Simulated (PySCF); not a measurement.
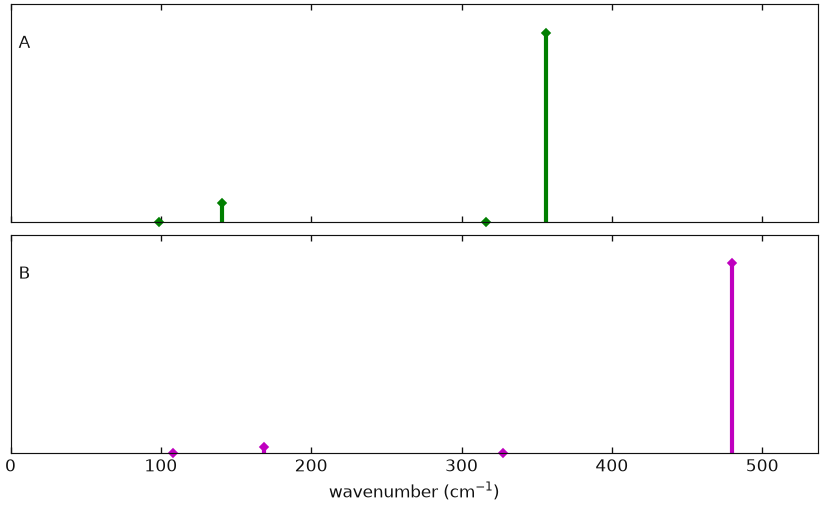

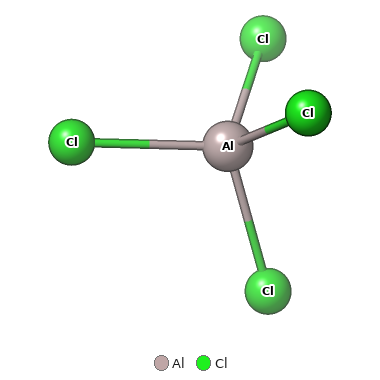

Harmonic infrared lines of AlCl₄⁻ and GaCl₄⁻, all Td singlets, each the lowest point that its search found (AlCl₄⁻ is drawn); the central atom changes down one group of the periodic table. B3LYP/def2-SVPD, PySCF 2.14.0, unscaled, no spin-orbit coupling; each panel is scaled to its strongest line, degenerate modes are one line with their intensities summed, and dots on the axis are modes too weak to show or inactive.

### Which panel belongs to which molecule?

A: GaCl₄⁻ (strongest line 356.2 cm⁻¹); B: AlCl₄⁻ (strongest line 479.7 cm⁻¹).

### How do the bond length and the stretches change along the series?

Mean bond length: AlCl₄⁻ 2.186, GaCl₄⁻ 2.238 Å, rising down the group. Highest t2 mode: AlCl₄⁻ 480, GaCl₄⁻ 356 cm⁻¹, falling down the group.

Caveats, for all or some of the runs: double-zeta basis on some or all atoms; no scalar relativity.
